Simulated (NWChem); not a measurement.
# C2H4F2 (1,1-difluoroethane): levels of theory compared

We compute a comparison of 6 runs (B3LYP/6-311+G**, BHLYP/6-311+G**, M06-2X/6-311+G**, M06-L/6-311+G**, r2SCAN/6-311+G**, revPBE/6-311+G**) of C2H4F2 (1,1-difluoroethane). 

The calculation is run with NWChem 7.3.0.

## 1. The structure to begin with

The species is C2H4F2 (8 atoms), meant as a singlet with charge 0. As SMILES, `CC(F)F`. The C2–H8 distance was set to 1.643 Å, away from the relaxed value. At this shape a bond of the SMILES string is far longer than usual.

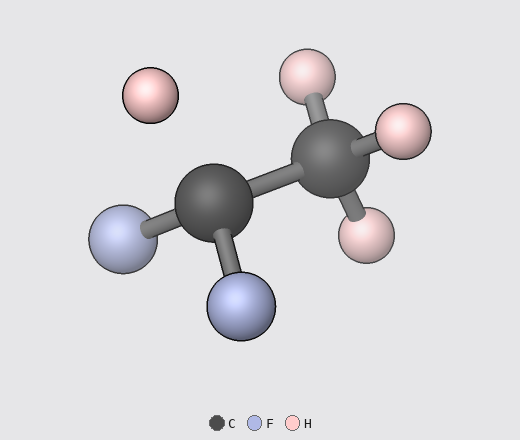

The structure, seen from a chosen angle (carbon dark grey, fluorine light blue, hydrogen pink).

## 2. A single-point energy at B3LYP/6-311+G(d,p) (run 1)

Contents of test.nw:

```
start test
memory 2200 mb

geometry noautosym nocenter noautoz
 C        0.480309       0.986682      -0.145536
 C        0.425009      -0.509118      -0.177036
 F        1.402509      -1.034318       0.610264
 F        0.645209      -0.963018      -1.440736
 H        1.458409       1.320982      -0.494236
 H        0.319809       1.341882       0.872964
 H       -0.293991       1.399682      -0.792836
 H       -1.006100      -1.136400       0.329500
end

basis spherical bse
 * library 6-311+G**
end

dft
 xc b3lyp
 grid fine
 convergence energy 1e-08
 iterations 100
 mulliken
 print medium
end

task dft energy
```

Launch:

```sh
nwchem test.nw > test.out
```

Log:

```text
[...]
          Wavefunction type:  closed shell.
          No. of atoms     :     8
          No. of electrons :    34
[...]
          Charge           :     0
          Spin multiplicity:     1
[...]
          AO basis - number of functions:   112
[...]
              XC Information
              --------------
                         B3LYP Method XC Potential
                     Hartree-Fock (Exact) Exchange  0.200
                        Slater Exchange Functional  0.800 local
                    Becke 1988 Exchange Functional  0.720 non-local
              Lee-Yang-Parr Correlation Functional  0.810
                  VWN I RPA Correlation Functional  0.190 local
[...]
 d= 0,ls=0.0,diis     1   -278.2017886953 -4.09D+02  9.72D-03  1.37D+00     2.5
[...]
 d= 0,ls=0.0,diis    10   -278.3307161778 -2.60D-09  1.21D-07  4.42D-10    20.9
         Total DFT energy =     -278.330716177751
      One electron energy =     -642.501298734081
           Coulomb energy =      266.783258191403
    Exchange-Corr. energy =      -33.164040112753
 Nuclear repulsion energy =      130.551364477680
[...]
      Total Density - Mulliken Population Analysis
     ---------------------------------------------
    Atom       Charge   Shell Charges
 -----------   ------   -------------------------------------------------------
    1 C    6     6.37   1.10  0.89  0.66  0.75  1.54  0.47  0.88  0.05 -0.02  0.04
    2 C    6     6.01   1.10  0.89  0.54  0.80  1.33  0.46  0.54  0.12  0.05  0.18
    3 F    9     9.10   1.08  0.92  1.18  1.09  2.34  0.87  1.65 -0.07  0.03  0.01
    4 F    9     9.10   1.08  0.92  1.18  1.09  2.34  0.87  1.65 -0.07  0.03  0.01
    5 H    1     0.84   0.27  0.47  0.07  0.02
    6 H    1     0.83   0.27  0.47  0.07  0.02
    7 H    1     0.83   0.27  0.47  0.07  0.02
    8 H    1     0.93   0.19  0.48  0.25  0.01
[...]
```

Wall time 22 s (1 thread of Intel Xeon Platinum 8488C (Sapphire Rapids), shared host); peak memory 0.11 GiB.

## 3. A single-point energy at BHLYP/6-311+G(d,p) (run 2)

Contents of run.py:

```python
from ase import Atoms
from ase.calculators.nwchem import NWChem

system = Atoms('CCFFHHHH', positions=[
    [0.480309, 0.986682, -0.145536],
    [0.425009, -0.509118, -0.177036],
    [1.402509, -1.034318, 0.610264],
    [0.645209, -0.963018, -1.440736],
    [1.458409, 1.320982, -0.494236],
    [0.319809, 1.341882, 0.872964],
    [-0.293991, 1.399682, -0.792836],
    [-1.006100, -1.136400, 0.329500],
])

calc = NWChem(
    label='mymol',
    theory='dft',
    memory='2200 mb',
    basis='6-311+G**',
    basispar='spherical bse',
    dft={'xc': 'bhlyp', 'mult': '1', 'grid': 'fine', 'convergence': 'energy 1e-08', 'iterations': '100', 'mulliken': None},
    task='energy',
)
system.calc = calc

print("Total energy (eV):", round(system.get_potential_energy(), 6))
print("dipole (e A):", system.get_dipole_moment().round(4))
```

Launch:

```sh
export ASE_NWCHEM_COMMAND="nwchem PREFIX.nwi > PREFIX.nwo"
python run.py
```

Log:

```text
Total energy (eV): -7569.971317
dipole (e A): [-0.2133  0.431   0.0938]
```

The calculator wrote mymol.nwi:

```
title "mymol"

permanent_dir mymol

scratch_dir mymol

start mymol

geometry units angstrom nocenter noautosym noautoz
  C  4.8030899999999999e-01 9.8668199999999995e-01 -1.4553600000000000e-01
  C  4.2500900000000003e-01 -5.0911799999999996e-01 -1.7703600000000000e-01
  F  1.4025090000000000e+00 -1.0343180000000001e+00 6.1026400000000003e-01
  F  6.4520900000000003e-01 -9.6301800000000004e-01 -1.4407360000000000e+00
  H  1.4584090000000001e+00 1.3209820000000001e+00 -4.9423600000000001e-01
  H  3.1980900000000001e-01 1.3418820000000000e+00 8.7296399999999996e-01
  H  -2.9399100000000000e-01 1.3996820000000001e+00 -7.9283599999999999e-01
  H  -1.0061000000000000e+00 -1.1364000000000001e+00 3.2950000000000002e-01
end

memory 2200 mb

basis spherical bse noprint
   * library 6-311+G**
end

dft
  xc bhlyp
  mult 1
  grid fine
  convergence energy 1e-08
  iterations 100
  mulliken
end

task dft energy
```

mymol.nwo:

```text
Northwest Computational Chemistry Package (NWChem) 7.3.0
             --------------------------------------------------------

           Job information
           ---------------

    nwchem branch   = 7.3.0
    use scalapack   = T
    input           = mymol.nwi
    prefix          = mymol.
    data base       = mymol/mymol.db
    status          = startup
    nproc           =        1

           Memory information
           ------------------

    heap     =     72089594 doubles =      550.0 Mbytes
    stack    =     72089599 doubles =      550.0 Mbytes
    global   =    144179200 doubles =     1100.0 Mbytes (distinct from heap & stack)
    total    =    288358393 doubles =     2200.0 Mbytes
    verify   = yes
    hardfail = no

           Directory information
           ---------------------

  0 permanent = mymol
  0 scratch   = mymol

                                NWChem Input Module
                                -------------------

                                       mymol
                                       -----

[... 89 lines left out ...]
  convergence criterion.
[... 17 lines left out ...]
          Convergence on energy requested:  1.00D-08
[... 1 line left out ...]
          Convergence on gradient requested:  5.00D-04
[... 23 lines left out ...]
          Convergence Information
[... 2 lines left out ...]
          total energy or number of iterations.
[... 27 lines left out ...]
 1-e energy   =    -640.512585
[... 27 lines left out ...]
   convergence    iter        energy       DeltaE   RMS-Dens  Diis-err    time
[... 14 lines left out ...]
      One electron energy =     -642.540399157931
[... 1 line left out ...]
    Exchange-Corr. energy =      -33.046370907211
[... 6 lines left out ...]
                       DFT Final Molecular Orbital Analysis
[... 803 lines left out ...]
    Atom       Charge   Shell Charges
 -----------   ------   -------------------------------------------------------
    1 C    6     6.11   1.05  0.92  0.62  0.47  1.47  0.29  0.96  0.07  0.15  0.10
    2 C    6     5.89   1.05  0.92  0.52  0.52  1.28  0.27  0.75  0.09  0.13  0.37
    3 F    9     9.16   1.03  0.96  1.18  0.97  2.33  0.65  1.58  0.14  0.33  0.01
[... 4 lines of this table left out ...]
    8 H    1     0.90   0.19  0.44  0.25  0.02

 center of mass
 --------------
 x =   1.43812916 y =  -0.83760450 z =  -0.56478112

 moments of inertia (a.u.)
 ------------------
         320.019109245591          38.888686213653         -40.467998474848
          38.888686213653         208.296111558820         -14.305350195212
         -40.467998474848         -14.305350195212         221.201006738379

     Multipole analysis of the density
     ---------------------------------

     L   x y z        total         alpha         beta         nuclear
     -   - - -        -----         -----         ----         -------
     0   0 0 0     -0.000000    -17.000000    -17.000000     34.000000

     1   1 0 0     -0.403049    -23.199014    -23.199014     45.994980
[... 8 lines of this table left out ...]
     2   0 0 2    -19.237432    -52.635597    -52.635597     86.033763

 Task  times  cpu:       21.5s     wall:       21.5s
 Total times  cpu:       21.6s     wall:       21.6s
```

It took 23 s on 1 thread of Intel Xeon Platinum 8488C (Sapphire Rapids), shared host; peak memory 0.12 GiB.

Runs 3 to 5 aren't shown in full; the table further down has their settings and results.

## 4. A single-point energy at revPBE/6-311+G(d,p) (run 6)

Contents of run.py:

```python
from ase import Atoms
from ase.calculators.nwchem import NWChem

mol = Atoms('CCFFHHHH', positions=[
    [0.480309, 0.986682, -0.145536],
    [0.425009, -0.509118, -0.177036],
    [1.402509, -1.034318, 0.610264],
    [0.645209, -0.963018, -1.440736],
    [1.458409, 1.320982, -0.494236],
    [0.319809, 1.341882, 0.872964],
    [-0.293991, 1.399682, -0.792836],
    [-1.006100, -1.136400, 0.329500],
])

calc = NWChem(
    label='nw',
    theory='dft',
    memory='2200 mb',
    basis='6-311+G**',
    basispar='spherical bse',
    dft={'xc': 'revpbe cpbe96', 'mult': '1', 'grid': 'fine', 'convergence': 'energy 1e-08', 'iterations': '100', 'mulliken': None},
    task='energy',
)
mol.calc = calc

print(f"energy = {mol.get_potential_energy():.6f} eV")
print("dipole (e A):", mol.get_dipole_moment().round(4))
```

Launch:

```sh
export ASE_NWCHEM_COMMAND="nwchem PREFIX.nwi > PREFIX.nwo"
python run.py
```

Log:

```text
energy = -7571.320181 eV
dipole (e A): [-0.1406  0.4014  0.066 ]
```

The calculator wrote nw.nwi:

```
title "nw"

permanent_dir nw

scratch_dir nw

start nw

geometry units angstrom nocenter noautosym noautoz
  C  4.8030899999999999e-01 9.8668199999999995e-01 -1.4553600000000000e-01
  C  4.2500900000000003e-01 -5.0911799999999996e-01 -1.7703600000000000e-01
  F  1.4025090000000000e+00 -1.0343180000000001e+00 6.1026400000000003e-01
  F  6.4520900000000003e-01 -9.6301800000000004e-01 -1.4407360000000000e+00
  H  1.4584090000000001e+00 1.3209820000000001e+00 -4.9423600000000001e-01
  H  3.1980900000000001e-01 1.3418820000000000e+00 8.7296399999999996e-01
  H  -2.9399100000000000e-01 1.3996820000000001e+00 -7.9283599999999999e-01
  H  -1.0061000000000000e+00 -1.1364000000000001e+00 3.2950000000000002e-01
end

memory 2200 mb

basis spherical bse noprint
   * library 6-311+G**
end

dft
  xc revpbe cpbe96
  mult 1
  grid fine
  convergence energy 1e-08
  iterations 100
  mulliken
end

task dft energy
```

nw.nwo:

```text
Northwest Computational Chemistry Package (NWChem) 7.3.0
             --------------------------------------------------------

           Job information
           ---------------

    nwchem branch   = 7.3.0
    use scalapack   = T
    input           = nw.nwi
    prefix          = nw.
    data base       = nw/nw.db
    status          = startup
    nproc           =        1

           Memory information
           ------------------

    heap     =     72089594 doubles =      550.0 Mbytes
    stack    =     72089599 doubles =      550.0 Mbytes
    global   =    144179200 doubles =     1100.0 Mbytes (distinct from heap & stack)
    total    =    288358393 doubles =     2200.0 Mbytes
    verify   = yes
    hardfail = no

           Directory information
           ---------------------

  0 permanent = nw
  0 scratch   = nw

                                NWChem Input Module
                                -------------------

                                        nw
                                        --

[... 91 lines left out ...]
  convergence criterion.
[... 17 lines left out ...]
          Convergence on energy requested:  1.00D-08
[... 1 line left out ...]
          Convergence on gradient requested:  5.00D-04
[... 21 lines left out ...]
          Convergence Information
[... 2 lines left out ...]
          total energy or number of iterations.
[... 27 lines left out ...]
 1-e energy   =    -640.512585
[... 27 lines left out ...]
   convergence    iter        energy       DeltaE   RMS-Dens  Diis-err    time
[... 15 lines left out ...]
      One electron energy =     -642.382386210846
[... 1 line left out ...]
    Exchange-Corr. energy =      -33.065460423079
[... 6 lines left out ...]
                       DFT Final Molecular Orbital Analysis
[... 803 lines left out ...]
    Atom       Charge   Shell Charges
 -----------   ------   -------------------------------------------------------
    1 C    6     6.12   1.05  0.92  0.63  0.48  1.47  0.29  0.96  0.08  0.16  0.09
    2 C    6     5.95   1.05  0.92  0.54  0.54  1.29  0.27  0.75  0.10  0.14  0.37
    3 F    9     9.12   1.03  0.96  1.18  0.98  2.29  0.64  1.55  0.14  0.34  0.01
[... 4 lines of this table left out ...]
    8 H    1     0.92   0.20  0.44  0.26  0.02

 center of mass
 --------------
 x =   1.43812916 y =  -0.83760450 z =  -0.56478112

 moments of inertia (a.u.)
 ------------------
         320.019109245591          38.888686213653         -40.467998474848
          38.888686213653         208.296111558820         -14.305350195212
         -40.467998474848         -14.305350195212         221.201006738379

     Multipole analysis of the density
     ---------------------------------

     L   x y z        total         alpha         beta         nuclear
     -   - - -        -----         -----         ----         -------
     0   0 0 0     -0.000000    -17.000000    -17.000000     34.000000

     1   1 0 0     -0.265649    -23.130314    -23.130314     45.994980
[... 8 lines of this table left out ...]
     2   0 0 2    -19.036569    -52.535166    -52.535166     86.033763

 Task  times  cpu:       22.9s     wall:       22.9s
 Total times  cpu:       22.9s     wall:       22.9s
```

Run time: 24 s. Hardware: 1 thread of Intel Xeon Platinum 8488C (Sapphire Rapids), shared host; peak memory 0.11 GiB.

## 5. All runs side by side

| run | level | energy (Eh) | dipole moment (D) | HOMO energy (eV) | LUMO energy (eV) | wall time |
| --- | --- | --- | --- | --- | --- | --- |
| 1 | B3LYP/6-311+G** | -278.330716 | 2.22 | -8.61 | -1.17 | 22 s |
| 2 | BHLYP/6-311+G** | -278.191317 | 2.35 | -10.13 | 0.00 | 23 s |
| 3 | M06-2X/6-311+G** | -278.214986 | 2.30 | -10.07 | -0.04 | 45 s |
| 4 | M06-L/6-311+G** | -278.282593 | 2.12 | – | – | 35 s |
| 5 | r2SCAN/6-311+G** | -278.196387 | 2.17 | -7.67 | -1.48 | 26 s |
| 6 | revPBE/6-311+G** | -278.240887 | 2.07 | -7.32 | -1.69 | 24 s |

## 6. Outcome

| quantity | value |
| --- | --- |
| run 6: total energy | -278.24089 Eh |
| run 6: dipole moment | 2.07 D |
| run 6: HOMO energy | -7.32 eV |
| run 6: LUMO energy | -1.69 eV |
| run 6: HOMO–LUMO gap | 5.64 eV |

The dipole moment (its size) runs from 2.07 D (revPBE/6-311+G**) to 2.35 D (BHLYP/6-311+G**). Over runs 1, 2, 3, 5, 6 the HOMO–LUMO gap runs from 5.64 eV (revPBE/6-311+G**) to 10.12 eV (BHLYP/6-311+G**). Totals of different functionals can't be ranked against each other. All runs together took 2.9 min, the longest 45 s.
